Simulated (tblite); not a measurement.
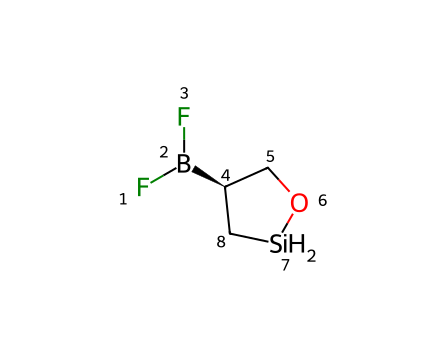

A structural formula, with wedges where it has stereocentres; small numbers name the atoms. The configuration is that of a computed structure (GFN2-xTB).

Give the R/S and E/Z labels.

C4: S.
